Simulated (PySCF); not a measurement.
# CuCl₃: structure of the triplet

Aim: relax CuCl₃ as a triplet from a trigonal pyramidal start, check by its vibrations whether the end is a minimum, and collect its spectrum and constants.

Method: PBE0, basis Cu def2-TZVP, Cl def2-TZVP, no relativity, density fitting; program: PySCF 2.14.0.

## (1) The system as given

4 atoms, charge 0, spin multiplicity 3.

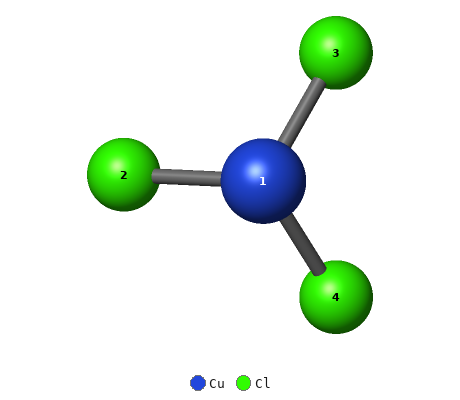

Start geometry, drawn with copper blue, chlorine green; atoms are numbered from 1 in the order of the file.

```xyz
4
charge 0 multiplicity 3
Cu    0.0000    0.0000    0.0000
Cl    1.8630    0.0000    0.9906
Cl   -0.9315    1.6134    0.9906
Cl   -0.9315   -1.6134    0.9906
```

## (2) The SCF at the typed geometry

One driver script runs all steps and calls PySCF; scf.py shows how it sets up the SCF of each step. The optimiser is the driver's own. After this first run the driver tries any further starts and a stability analysis.

Input file scf.py:

```python
from pyscf import gto, scf, dft
mol = gto.M(atom='''
Cu     0.000000     0.000000     0.000000
Cl     1.863000     0.000000     0.990600
Cl    -0.931500     1.613400     0.990600
Cl    -0.931500    -1.613400     0.990600''',
    basis={'Cu': 'def2-TZVP', 'Cl': 'def2-TZVP'},
    charge=0, spin=2)
mf = dft.UKS(mol, xc='PBE0')
mf.grids.atom_grid = (50, 194)
aux = {'Cu': 'def2-universal-JKFIT', 'Cl': 'def2-universal-JKFIT'}
mf = mf.density_fit(auxbasis=aux)
mf.conv_tol = 1e-08
mf.diis_space = 10
mf.max_cycle = 60
mf.init_guess = 'minao'
mf.verbose = 4
mf.kernel()
```

Run with:

```bash
$ OMP_NUM_THREADS=4 python axn.py task.json out
```

The log of the run:

```text
init E= -3020.30571092994
[... the frontier-level lines of each cycle are left out ...]
cycle= 1 E= -3017.7970316904  delta_E= 2.51  |g|= 3.57  |ddm|= 1.55
cycle= 2 E= -3006.91838340186  delta_E= 10.9  |g|= 7.49  |ddm|= 5.85
cycle= 3 E= -3019.80632322952  delta_E= -12.9  |g|= 1.96  |ddm|= 5.11
cycle= 4 E= -3020.15797530168  delta_E= -0.352  |g|= 0.89  |ddm|= 0.624
cycle= 5 E= -3020.46329858006  delta_E= -0.305  |g|= 0.148  |ddm|= 0.758
cycle= 6 E= -3020.47029303126  delta_E= -0.00699  |g|= 0.111  |ddm|= 0.103
cycle= 7 E= -3020.4726272545  delta_E= -0.00233  |g|= 0.0545  |ddm|= 0.0364
cycle= 8 E= -3020.47357308318  delta_E= -0.000946  |g|= 0.0108  |ddm|= 0.0423
cycle= 9 E= -3020.47370830151  delta_E= -0.000135  |g|= 0.00467  |ddm|= 0.0229
cycle= 10 E= -3020.47375416804  delta_E= -4.59e-05  |g|= 0.00308  |ddm|= 0.015
cycle= 11 E= -3020.47377676757  delta_E= -2.26e-05  |g|= 0.00138  |ddm|= 0.0113
cycle= 12 E= -3020.47378445933  delta_E= -7.69e-06  |g|= 0.000679  |ddm|= 0.00773
cycle= 13 E= -3020.47378651382  delta_E= -2.05e-06  |g|= 0.000507  |ddm|= 0.00448
cycle= 14 E= -3020.4737869492  delta_E= -4.35e-07  |g|= 0.000357  |ddm|= 0.0024
cycle= 15 E= -3020.4737869909  delta_E= -4.17e-08  |g|= 0.000141  |ddm|= 0.000575
cycle= 16 E= -3020.47378699626  delta_E= -5.35e-09  |g|= 9.45e-06  |ddm|= 0.000151
Extra cycle  E= -3020.47378699598  delta_E= 2.74e-10  |g|= 3.68e-05  |ddm|= 2.46e-05
converged SCF energy = -3020.47378699598  <S^2> = 2.0090079  2S+1 = 3.0059993
```

This step, with its further starts and checks, took 57 s on 4 threads of Arm Neoverse V1, shared host.

Energies from each starting density:

| start | energy (Eh) |
| --- | --- |
| the minimal-basis guess | -3020.473787 |
| a thermally smeared density | -3020.473787 |
| a smeared PBE density | -3020.473787 |

No lower solution of this spin turned up from the other starts or in the test of internal stability.

## (3) Relaxing the triplet from the trigonal pyramidal start

The program finds C3v symmetry in the start, which this walk keeps.

Edit scf.py of step 2 so:

```diff
@@ -3,4 +3,4 @@
-Cu     0.000000     0.000000     0.000000
-Cl     1.863000     0.000000     0.990600
-Cl    -0.931500     1.613400     0.990600
-Cl    -0.931500    -1.613400     0.990600''',
+Cu     0.000000     0.000000    -0.619178
+Cl     1.862997     0.000000     0.371422
+Cl    -0.931498     1.613403     0.371422
+Cl    -0.931498    -1.613403     0.371422''',
@@ -16 +15,0 @@
-mf.init_guess = 'minao'
```

The optimiser's trace:

```csv
step,energy (Eh),change (kJ/mol),largest symmetric gradient (Eh/bohr)
0,-3020.473787,0.00,0.01073
1,-3020.477803,-10.54,0.01190
2,-3020.485150,-29.83,0.01622
3,-3020.487073,-34.88,0.01495
4,-3020.489361,-40.89,0.01116
5,-3020.492628,-49.47,0.00363
6,-3020.493108,-50.73,0.00105
7,-3020.493161,-50.87,0.00026
8,-3020.493163,-50.87,0.00007
```

The walk took 78 s.

Positions (Å) and forces (eV/Å) along the way:

```
step 0
Cu   0.000   0.000  -0.619   0.005   0.000   0.470
Cl   1.863   0.000   0.371   0.548   0.000  -0.160
Cl  -0.931   1.613   0.371  -0.277   0.479  -0.155
Cl  -0.931  -1.613   0.371  -0.277  -0.479  -0.155
step 1
Cu   0.000   0.000  -0.556  -0.002   0.000   0.612
Cl   1.912   0.000   0.350   0.314   0.000  -0.206
Cl  -0.956   1.656   0.350  -0.156   0.273  -0.203
Cl  -0.956  -1.656   0.350  -0.156  -0.273  -0.203
step 4
Cu   0.000   0.000  -0.126   0.013   0.000   0.567
Cl   2.119   0.000   0.207  -0.580   0.000  -0.188
Cl  -1.060   1.835   0.207   0.284  -0.495  -0.189
Cl  -1.060  -1.835   0.207   0.284   0.495  -0.189
step 8
Cu   0.000   0.000   0.123  -0.009   0.000   0.002
Cl   2.093   0.000   0.124   0.006   0.000  -0.001
Cl  -1.046   1.812   0.124   0.002   0.004  -0.001
Cl  -1.046  -1.812   0.124   0.002  -0.004  -0.001
```

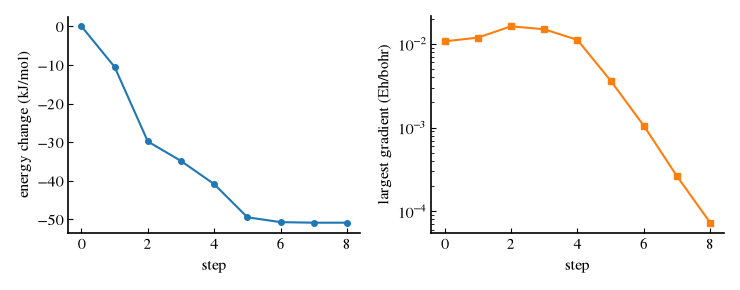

Energy and largest gradient along the walk.

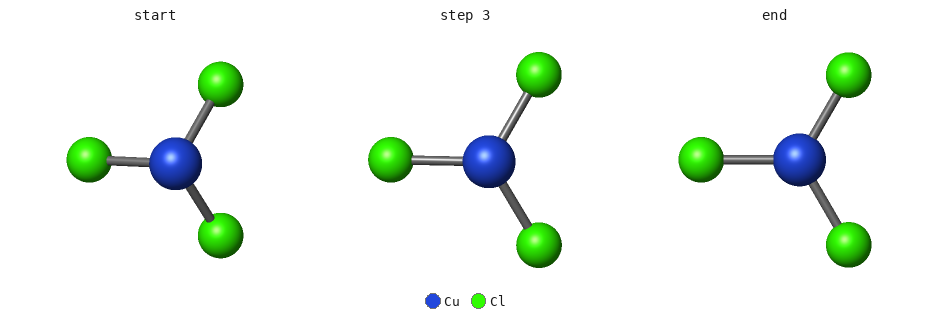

Start and end of the relaxation, with a step between.

End point (D3h, 8 steps, 50.9 kJ/mol gained): Cu–Cl 2.093 Å (×3); Cl–Cu–Cl 120.0° (×3).

## (4) Hessian and properties

The point is checked on the finer grid, and tightened if its gradient asks for it. The Hessian and the dipole derivatives come from central differences of analytic gradients, with steps of 0.02 bohr.

Edit scf.py of step 3 so:

```diff
@@ -3,4 +3,4 @@
-Cu     0.000000     0.000000    -0.619178
-Cl     1.862997     0.000000     0.371422
-Cl    -0.931498     1.613403     0.371422
-Cl    -0.931498    -1.613403     0.371422''',
+Cu    -0.000000    -0.000000    -0.000000
+Cl     2.093118    -0.000000    -0.000000
+Cl    -1.046559     1.812693    -0.000000
+Cl    -1.046559    -1.812693     0.000000''',
@@ -10 +10 @@
-mf.grids.atom_grid = (50, 194)
+mf.grids.atom_grid = (75, 302)
@@ -13 +13 @@
-mf.conv_tol = 1e-08
+mf.conv_tol = 1e-10
```

The driver hands on the density of the step before, so the log starts near convergence.

SCF at the final geometry:

```text
init E= -3020.49312182344
[... the frontier-level lines of each cycle are left out ...]
cycle= 1 E= -3020.49312182297  delta_E= 4.7e-10  |g|= 4.24e-05  |ddm|= 3.47e-05
cycle= 2 E= -3020.49312181657  delta_E= 6.4e-09  |g|= 0.000173  |ddm|= 9.84e-05
cycle= 3 E= -3020.4931218233  delta_E= -6.72e-09  |g|= 2.03e-05  |ddm|= 6.63e-05
cycle= 4 E= -3020.49312182351  delta_E= -2.11e-10  |g|= 3.6e-07  |ddm|= 1.85e-05
cycle= 5 E= -3020.49312182351  delta_E= -4.55e-12  |g|= 2.19e-07  |ddm|= 1.64e-06
Extra cycle  E= -3020.49312182352  delta_E= -2.73e-12  |g|= 8.29e-07  |ddm|= 6.06e-07
converged SCF energy = -3020.49312182352  <S^2> = 2.0091959  2S+1 = 3.0061243
```

The whole step took 2.5 min.

Geometry: D3h; Cu–Cl 2.093 Å (×3); Cl–Cu–Cl 120.0° (×3).

Modes, for the most abundant isotopes:

| symmetry | ω (cm⁻¹) | IR (km/mol) |
| --- | --- | --- |
| a2'' | 92 | 5.8 |
| e' | 100 | 0.8 |
| a1' | 331 | 0.0 |
| e' | 408 | 84.0 |

Every mode is real; the point is a minimum.

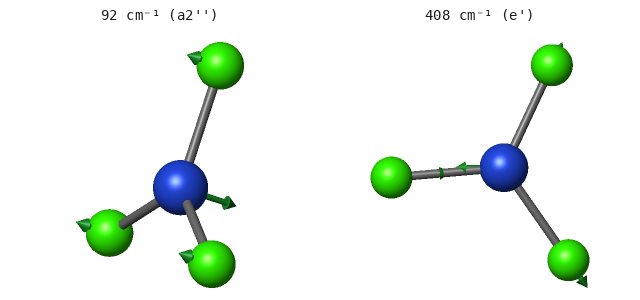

How the atoms move in 2 of the modes.

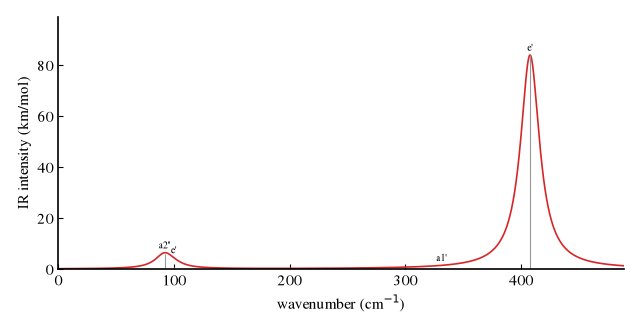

The harmonic infrared spectrum (widths in cm⁻¹). Lines are broadened to a width of 20 cm⁻¹ (Lorentzian).

Constants and moments:

- Dipole moment: 0.00 D
- Highest occupied level: -8.92 eV
- Lowest empty level: -6.71 eV
- Rotational constants: 0.07336, 0.07336, 0.03668 cm⁻¹
- Zero-point energy: 8.6 kJ/mol
- Principal polarisabilities: 36.8, 118.5, 118.5 bohr³
- Atomisation energy without zero-point energy: 674 kJ/mol
- Principal traceless quadrupole moments about the centre of mass: -0.60, -0.60, 1.20 D Å
- Entropy at 298.15 K and 1 bar (electronic part: spin only): 343.3 J/(mol K)
- Heat capacity Cp at 298.15 K: 76.7 J/(mol K)
- Enthalpy at 298.15 K above 0 K: 18.33 kJ/mol
- Rotational symmetry number: 6
- Spin squared ⟨S²⟩: 2.009

Populations by atom (charges in e):

| atom | Mulliken | Löwdin | polar tensor | spin (Mulliken) | Mayer order to Cu1 |
| --- | --- | --- | --- | --- | --- |
| Cu1 | 0.52 | -0.58 | 0.86 | 0.58 | – |
| Cl2,3,4 | -0.17 | 0.19 | -0.29 | 0.47 | 0.95 |

Outer orbital energies (eV). α occupied: -11.18, -11.18, -10.34, -10.08, -9.68, -9.68, -9.65, -9.65; empty: -0.14, 1.48, 2.22, 3.86. β occupied: -12.49, -10.98, -10.22, -10.22, -10.16, -9.40, -9.40, -8.92; empty: -6.71, -6.71, 0.01, 1.46.

Mulliken populations on Cu1: s 6.54, p 12.52, d 9.42, f 0.00.

## (5) What came out

| quantity | value |
| --- | --- |
| minimum | triplet, D3h |
| geometry | Cu–Cl 2.093 Å (×3); Cl–Cu–Cl 120.0° (×3) |
| wavenumbers (cm⁻¹) | 92 (a2''), 100 (e'), 331 (a1'), 408 (e') |
| dipole moment | 0.00 D |
| highest occupied, lowest empty level (either spin) | -8.92, -6.71 eV |
| polar-tensor charge of Cu1 | +0.86 e |
| zero-point energy | 8.6 kJ/mol |
| entropy at 298.15 K | 343.3 J/(mol K) |
| atomisation energy (no zero-point energy) | 674 kJ/mol |
| ⟨S²⟩ | 2.009 |

What this shows: From C3v at the start the molecule goes to a D3h minimum. In the infrared the band at 408 cm⁻¹ (e', stretch) leads. Cu1 has a polar-tensor charge of +0.9 e (a dipole derivative, not a static charge), yet symmetry cancels the bond dipoles. Other starts or spin states, not run here, may lie lower. One determinant may miss the lowest occupation of an open d or f shell.

The search up to here took 4.8 min.
